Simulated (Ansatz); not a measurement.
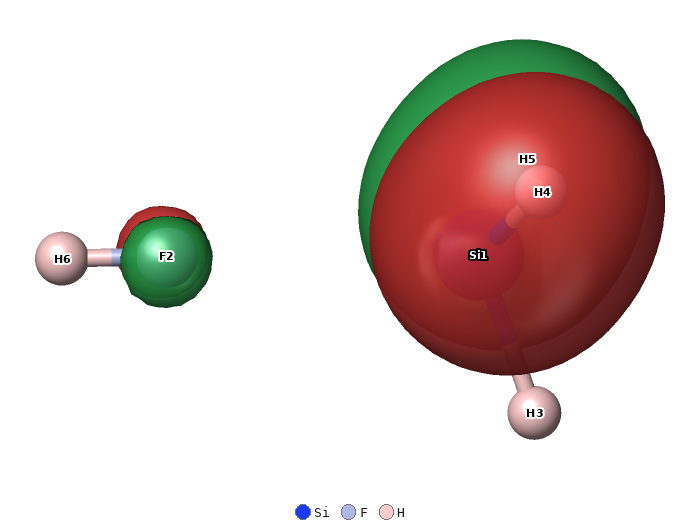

The picture shows: H3Si···HF (doublet). The HOMO (β) at ±0.1 Å⁻³ᐟ² (green and red are the two phases), seen across its widest extent.

Not at a stationary point (largest force 0.5 eV/Å).

All numbers below come from Ansatz 0.2.0, UKS PBE-D4/6-31G*.

Input file:

```
crystal:
  periodic: [false, false, false]
  atoms:
    - { symbol: Si, position_ang: [0.0, 0.0, 0.0] }
    - { symbol: F, position_ang: [0.0, 0.0, 1.84] }
    - { symbol: H, position_ang: [1.3768, 0.0, -0.4862] }
    - { symbol: H, position_ang: [-0.6877, 1.1914, -0.4862] }
    - { symbol: H, position_ang: [-0.6877, -1.1914, -0.4862] }
    - { symbol: H, position_ang: [0.0, 0.0, 3.06] }
magnetization:
  spin_polarized: true
  initial_magnetization: 1
basis:
  gaussian: { orbitals: "6-31G*" }
hamiltonian:
  xc: pbe
  dispersion: d4
relax:
  f_tol: 0.15
  max_steps: 25
  restrain:
    - { distance: [1, 5], at: 0.92, k: 30.0 }
    - { distance: [0, 1], at: 2.79, k: 30.0 }
output:
  orbitals: {}
```

Command:

```sh
ansatz run input.yaml --threads 1 --pin off --max-ram 2048MiB --backend cpu --events-out ev --progress --plain --runs-dir out
```

The fields are those of the run's last geometry, not of the input's.

### Describe this orbital and give its energy.

Its weight (Hirshfeld) is mainly on Si1 (about 45 %), H4 (about 25 %) and H5 (about 25 %). It is one of a degenerate set, so its orientation is arbitrary. Its energy is −7.99 eV.
